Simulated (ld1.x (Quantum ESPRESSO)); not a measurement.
**F: generating and testing a TM potential**

Aim: build the potential from the settings below, then test how well it stands in for the atom: other configurations, scattering, ghost states and the plane-wave cutoff that it needs.

The numbers are computed with ld1.x (Quantum ESPRESSO) 7.5 (PBEsol, scalar-relativistic, spin-unpolarised reference atom).

### 1 The atom and the settings

The settings as typed:

- element: fluorine (F, Z = 9)
- type: norm-conserving Troullier–Martins (Kleinman–Bylander form)
- frozen core: [He]
- valence charge: 7
- reference configuration: 2s2 2p5
- partial waves: 2s (bound): rc 0.65 bohr; 2p (bound): rc 1.10 bohr; 3d channel at 0.25 Ry: rc 1.10 bohr
- local potential: all-electron potential smoothed inside 0.85 bohr (lloc = -1)
- core correction: a·sin(br)/r model core inside 0.65 bohr

### 2 Generation

Input file F.in:

```
 &input
   title='F', zed=9., rel=1, dft='PBESOL', iswitch=3,
   config='[He] 2s2 2p5 3d-2',
   nld=3, rlderiv=1.20, eminld=-4.0, emaxld=5.0, deld=0.02
 /
 &inputp
   pseudotype=2, tm=.true., lloc=-1, rcloc=0.85,
   nlcc=.true., rcore=0.65,
   file_pseudopw='F.UPF', file_wfcaegen='ae.wfc', file_wfcncgen='nc.wfc', file_beta='beta', file_chi='chi'
 /
3
2S  1  0   2.00   0.00  0.65  0.65  0.0
2P  2  1   5.00   0.00  1.10  1.10  0.0
3D  3  2  -2.00   0.25  1.10  1.10  0.0
 &test
   configts(1)='2s2 2p5'
 /
```

The run is started by

```sh
ld1.x < F.in > F.out
```

The output, F.out (without the banner and most projector matrices):

```text
     Program LD1 v.7.5
     --------------------------- All-electron run ----------------------------

     F
     scalar relativistic calculation

     atomic number is  9.00
     dft =PBESOL   lsd =0 sic =0 latt =0  beta=0.20 tr2=1.0E-14
     Exchange-correlation= PBESOL
                           (   1   4  10   8   0   0   0)
     mesh =1105 r(mesh) =  99.76081 a.u. xmin = -7.00 dx = 0.01250
     1 Ry =  13.60569312 eV, c = 137.03599908

     n l     nl                  e(Ry)          e(Ha)          e(eV)
     1 0     1S 1( 2.00)       -48.5945       -24.2973      -661.1624
     2 0     2S 1( 2.00)        -2.1844        -1.0922       -29.7204
     2 1     2P 1( 5.00)        -0.8123        -0.4061       -11.0517

     final scf error:  4.9E-15 reached in  22 iterations

     Etot =    -198.896219 Ry,     -99.448109 Ha,   -2706.120913 eV

     Ekin =     198.653027 Ry,      99.326514 Ha,    2702.812129 eV
     Encl =    -476.966171 Ry,    -238.483086 Ha,   -6489.455357 eV
     Eh   =      99.223089 Ry,      49.611545 Ha,    1349.998902 eV
     Exc  =     -19.806164 Ry,      -9.903082 Ha,    -269.476588 eV

     normalization and overlap integrals

     s(1S/1S) =  1.000000  <r> =   0.1767  <r2> =    0.0421  r(max) =   0.1139
     s(2S/2S) =  1.000000  <r> =   1.0060  <r2> =    1.2343  r(max) =   0.7617
     s(2P/2P) =  1.000000  <r> =   1.1047  <r2> =    1.6352  r(max) =   0.7066

     ------------------------ End of All-electron run ------------------------

     --------------------- Generating NC pseudopotential ---------------------

      Generating local potential from pseudized AE potential:
      Matching radius rcloc =   0.8500

      Local pseudo, rcloc= 0.842 Estimated cut-off energy=    34.49 Ry

      Computing core charge for nlcc:

       r > 0.66 : true rho core
       r < 0.66 : rho core = a sin(br)/r    a=   0.20  b=   4.32

      Integrated core pseudo-charge :   0.03

      Wfc   2S  rcut= 0.656  Using Troullier-Martins method

      Wfc   2P  rcut= 1.108  Using Troullier-Martins method

      Wfc   3D  rcut= 1.108  Using Troullier-Martins method

     ------------------- End of pseudopotential generation -------------------

     [... the all-electron block is printed once more ...]


     Computing logarithmic derivative in   1.20207
     Computing logarithmic derivative in   1.20207
     Computing the partial wave expansion
     R is outside the sphere for l=    0 j= 0.00
     R is outside the sphere for l=    1 j= 0.00
     R is outside the sphere for l=    2 j= 0.00

     ---------------------- Testing the pseudopotential ----------------------

     F
     scalar relativistic calculation

     atomic number is  9.00   valence charge is  7.00
     dft =PBESOL   lsd =0 sic =0 latt =0  beta=0.20 tr2=1.0E-14
     mesh =1105 r(mesh) =  99.76081 xmin = -7.00 dx = 0.01250

     n l     nl             e AE (Ry)        e PS (Ry)    De AE-PS (Ry)
     1 0     2S   1( 2.00)       -2.18441       -2.18447        0.00006
     2 1     2P   1( 5.00)       -0.81228       -0.81230        0.00001

     eps = 3.1E-15  iter =  7

     Etot =    -198.896219 Ry,     -99.448109 Ha,   -2706.120913 eV
     Etotps =   -47.956317 Ry,     -23.978158 Ha,    -652.478926 eV

     Ekin =      34.762671 Ry,      17.381336 Ha,     472.970234 eV
     Encl =    -112.739788 Ry,     -56.369894 Ha,   -1533.902954 eV
     Ehrt =      42.154168 Ry,      21.077084 Ha,     573.536670 eV
     Ecxc =      -8.887227 Ry,      -4.443613 Ha,    -120.916879 eV
     (Ecc =      -0.020902 Ry,      -0.010451 Ha,      -0.284393 eV)
     Epseu=      -3.246141 Ry,      -1.623070 Ha,     -44.165998 eV

     ---------------------- End of pseudopotential test ----------------------
```

Run time: 0.93 s. Hardware: 1 thread of Neoverse-V1, shared host. This counts the later configuration tests of the new file too.

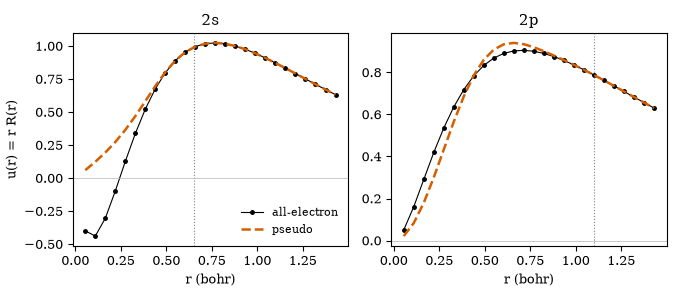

All-electron and pseudo partial waves (2s, 2p), with the matching radii dotted. The curves join 26 sampled radii.

### 3 Configuration tests

Input file F.test.in:

```
 &input
   title='F', zed=9., rel=1, dft='PBESOL', iswitch=2,
   config='[He] 2s2 2p5 3d-2'
 /
 &test
   file_pseudo='F.UPF', nconf=8,
   configts(1)='2s2 2p5',
   configts(2)='2s2 2p4',
   configts(3)='2s2 2p3',
   configts(4)='2s2 2p2',
   configts(5)='2s1 2p5',
   configts(6)='2s1 2p6',
   configts(7)='2s2 2p5.3',
   configts(8)='2s2 2p1'
 /
```

The run is started by

```sh
ld1.x < F.test.in > F.test.out
```

F.test.out, the pseudopotential blocks:

```text
     ---------------------- Testing the pseudopotential ----------------------

     F
     scalar relativistic calculation

     atomic number is  9.00   valence charge is  7.00
     dft =PBESOL   lsd =0 sic =0 latt =0  beta=0.20 tr2=1.0E-14
     mesh =1105 r(mesh) =  99.76081 xmin = -7.00 dx = 0.01250

     n l     nl             e AE (Ry)        e PS (Ry)    De AE-PS (Ry)
     1 0     2S   1( 2.00)       -2.18441       -2.18447        0.00006
     2 1     2P   1( 5.00)       -0.81228       -0.81230        0.00001

     eps = 6.5E-15  iter =  7

     Etot =    -198.896219 Ry,     -99.448109 Ha,   -2706.120914 eV
     Etotps =   -47.956317 Ry,     -23.978158 Ha,    -652.478930 eV

     Ekin =      34.762671 Ry,      17.381335 Ha,     472.970231 eV
     Encl =    -112.739788 Ry,     -56.369894 Ha,   -1533.902954 eV
     Ehrt =      42.154168 Ry,      21.077084 Ha,     573.536671 eV
     Ecxc =      -8.887227 Ry,      -4.443613 Ha,    -120.916879 eV
     (Ecc =      -0.020902 Ry,      -0.010451 Ha,      -0.284393 eV)
     Epseu=      -3.246141 Ry,      -1.623070 Ha,     -44.165998 eV

     ---------------------- End of pseudopotential test ----------------------

     ---------------------- Testing the pseudopotential ----------------------

     F
     [...]
     n l     nl             e AE (Ry)        e PS (Ry)    De AE-PS (Ry)
     1 0     2S   1( 2.00)       -3.46782       -3.46910        0.00128
     2 1     2P   1( 4.00)       -2.07413       -2.07303       -0.00110

     eps = 6.7E-15  iter = 16

     Etot =    -197.476466 Ry,     -98.738233 Ha,   -2686.804198 eV
     Etotps =   -46.536781 Ry,     -23.268391 Ha,    -633.165164 eV
     dEtot_ae =       1.419752 Ry
     dEtot_ps =       1.419536 Ry,   Delta E=       0.000217 Ry

     [...]
     ---------------------- End of pseudopotential test ----------------------

     ---------------------- Testing the pseudopotential ----------------------

     F
     [...]
     n l     nl             e AE (Ry)        e PS (Ry)    De AE-PS (Ry)
     1 0     2S   1( 2.00)       -4.97983       -4.98069        0.00086
     2 1     2P   1( 3.00)       -3.59242       -3.58481       -0.00761  !

     eps = 6.8E-15  iter = 22

     Etot =    -194.663071 Ry,     -97.331535 Ha,   -2648.526005 eV
     Etotps =   -43.726907 Ry,     -21.863454 Ha,    -594.934879 eV
     dEtot_ae =       4.233148 Ry
     dEtot_ps =       4.229410 Ry,   Delta E=       0.003738 Ry

     [...]
     ---------------------- End of pseudopotential test ----------------------

     ---------------------- Testing the pseudopotential ----------------------

     F
     [...]
     n l     nl             e AE (Ry)        e PS (Ry)    De AE-PS (Ry)
     1 0     2S   1( 2.00)       -6.68351       -6.67830       -0.00521  !
     2 1     2P   1( 2.00)       -5.33500       -5.30837       -0.02664  !

     eps = 8.8E-15  iter = 24

     Etot =    -190.217225 Ry,     -95.108612 Ha,   -2588.037187 eV
     Etotps =   -39.296579 Ry,     -19.648289 Ha,    -534.657193 eV
     dEtot_ae =       8.678994 Ry
     dEtot_ps =       8.659738 Ry,   Delta E=       0.019256 Ry

     [...]
     ---------------------- End of pseudopotential test ----------------------

     ---------------------- Testing the pseudopotential ----------------------

     F
     [...]
     n l     nl             e AE (Ry)        e PS (Ry)    De AE-PS (Ry)
     1 0     2S   1( 1.00)       -3.48092       -3.48245        0.00153
     2 1     2P   1( 5.00)       -2.08348       -2.08562        0.00213

     eps = 6.4E-15  iter = 13

     Etot =    -196.080875 Ry,     -98.040438 Ha,   -2667.816217 eV
     Etotps =   -45.140346 Ry,     -22.570173 Ha,    -614.165698 eV
     dEtot_ae =       2.815343 Ry
     dEtot_ps =       2.815971 Ry,   Delta E=      -0.000627 Ry

     [...]
     ---------------------- End of pseudopotential test ----------------------

     ---------------------- Testing the pseudopotential ----------------------

     F
     [...]
     n l     nl             e AE (Ry)        e PS (Ry)    De AE-PS (Ry)
     1 0     2S   1( 1.00)       -2.22012       -2.21890       -0.00122
     2 1     2P   1( 6.00)       -0.84401       -0.84495        0.00093

     eps = 7.3E-15  iter = 12

     Etot =    -197.522087 Ry,     -98.761043 Ha,   -2687.424895 eV
     Etotps =   -46.583255 Ry,     -23.291627 Ha,    -633.797467 eV
     dEtot_ae =       1.374132 Ry
     dEtot_ps =       1.373062 Ry,   Delta E=       0.001070 Ry

     [...]
     ---------------------- End of pseudopotential test ----------------------

     ---------------------- Testing the pseudopotential ----------------------

     F
     [...]
     n l     nl             e AE (Ry)        e PS (Ry)    De AE-PS (Ry)
     1 0     2S   1( 2.00)       -1.85443       -1.85418       -0.00025
     2 1     2P   1( 5.30)       -0.49277       -0.49276       -0.00001

     eps = 4.4E-15  iter = 14

     Etot =    -199.091187 Ry,     -99.545594 Ha,   -2708.773594 eV
     Etotps =   -48.151306 Ry,     -24.075653 Ha,    -655.131892 eV
     dEtot_ae =      -0.194968 Ry
     dEtot_ps =      -0.194989 Ry,   Delta E=       0.000021 Ry

     [...]
     ---------------------- End of pseudopotential test ----------------------

     ---------------------- Testing the pseudopotential ----------------------

     F
     [...]
     n l     nl             e AE (Ry)        e PS (Ry)    De AE-PS (Ry)
     1 0     2S   1( 2.00)       -8.55411       -8.53089       -0.02322  !
     2 1     2P   1( 1.00)       -7.27887       -7.20989       -0.06897  !

     eps = 7.7E-15  iter = 21

     Etot =    -183.926283 Ry,     -91.963141 Ha,   -2502.444558 eV
     Etotps =   -33.050708 Ry,     -16.525354 Ha,    -449.677785 eV
     dEtot_ae =      14.969936 Ry
     dEtot_ps =      14.905609 Ry,   Delta E=       0.064327 Ry

     [...]
     ---------------------- End of pseudopotential test ----------------------
```

The tests as a table, with energies relative to 2s2 2p5.

```tsv
valence configuration	charge	ΔE all-electron (eV)	error AE − PS (meV)
2s2 2p4	+1	19.317	+3.0
2s2 2p3	+2	57.595	+51
2s2 2p2	+3	118.084	+262
2s1 2p5	+1	38.305	-8.5
2s1 2p6	0	18.696	+15
2s2 2p5.3	-0.3	-2.653	+0.3
2s2 2p1	+4	203.676	+875
```

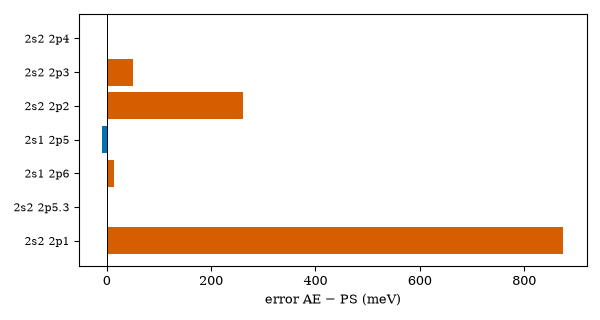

Error of the potential in each test configuration.

### 4 Scattering by logarithmic derivatives

Taken from the files of the generation run. The phase is arctan(r·u′/u) with u = r·R, unwrapped, with energies in Ry. A pole is an energy at which the radial function vanishes at the test radius. The pseudo phase is shifted by a multiple of π to meet the all-electron one at the reference energy. Levels narrower than the energy grid can be missing from the poles. The last column is the largest difference on the grid between −1 and +1 Ry.

| channel | radius (bohr) | reference (Ry) | poles AE | poles PS | window around the reference with phases within 0.05 rad (Ry) | largest difference near zero (rad) |
| --- | --- | --- | --- | --- | --- | --- |
| s | 1.20 | -2.18 | 1.40 | 1.38 | the whole range | 0.001 |
| p | 1.20 | -0.81 | 2.06 | 2.10 | the whole range | 0.002 |
| d | 1.20 | 0.25 | none | none | the whole range | 0.000 |

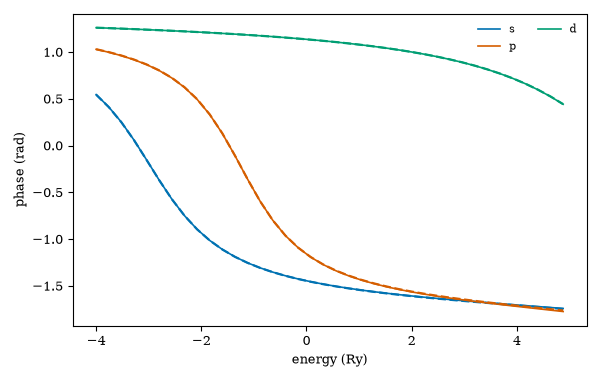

All-electron (solid) and pseudo (dashed) phases against energy.

### 5 Cutoff and ghost test in a Bessel basis

A separate test, outside the generator: the pseudo-atom's Hamiltonian at the reference potential is diagonalised in spherical Bessel functions j_l(qr) that vanish at 20 bohr, with q² up to the cutoff.

All-electron valence levels (Ry): 2s -2.1844, 2p -0.8123. The lowest levels of each channel (Ry) by cutoff; the last column sums, over occupied levels, occupation times the distance from the level at 400 Ry. A positive value at high cutoff is not a bound level.

```csv
cutoff (Ry),s #1,p #1,d #1,f #1,Σ f·Δε (mRy)
8,-1.8852,-0.0035,0.0807,0.1213,4642.4
21,-1.9609,-0.2122,0.0807,0.1213,3447.7
50,-2.1067,-0.6588,0.0807,0.1213,923.0
90,-2.1762,-0.8063,0.0807,0.1213,46.3
160,-2.1808,-0.8120,0.0807,0.1213,8.4
180,-2.1817,-0.8122,0.0807,0.1213,6.1
260,-2.1841,-0.8123,0.0807,0.1213,0.6
350,-2.1844,-0.8123,0.0807,0.1213,0.0
400,-2.1844,-0.8123,0.0807,0.1213,0.0
```

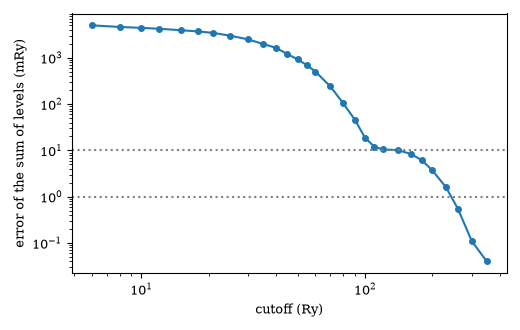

Occupation-weighted error of the valence levels against the cutoff; the dotted lines mark 10 and 1 mRy.

The sum stays within 10 mRy from 160 Ry and within 1 mRy from 260 Ry. The sum leaves out empty levels, which can need more. Ghost test: no level below the all-electron spectrum of its channel (s, p, d, f tested).

### 6 Results

```
                                                quantity                  value
               cutoffs for 10 and 1 mRy, occupied levels      160 Ry and 260 Ry
                                            bound ghosts             none found
                            largest test error (AE − PS)  +875 meV, for 2s2 2p1
largest phase difference near zero energy, channels read              0.002 rad
```

What this shows: By total energies transferability is poor: the largest error is 875 meV on 203.7 eV, for 2s2 2p1. That test lies far up in energy; among those under 40 eV, nearer to bonding, the largest error is 15 meV. It counts as very hard, with 160 Ry needed at the looser tolerance. The slowest occupied level is 2s: taken alone it needs 230 Ry to come within 1 mRy, against 110 Ry for 2p. It is free of bound ghosts as far as tested. Near zero energy the phases of the channels with partial waves agree within 0.002 rad. These are tests on the free atom; a crystal test is still owed.
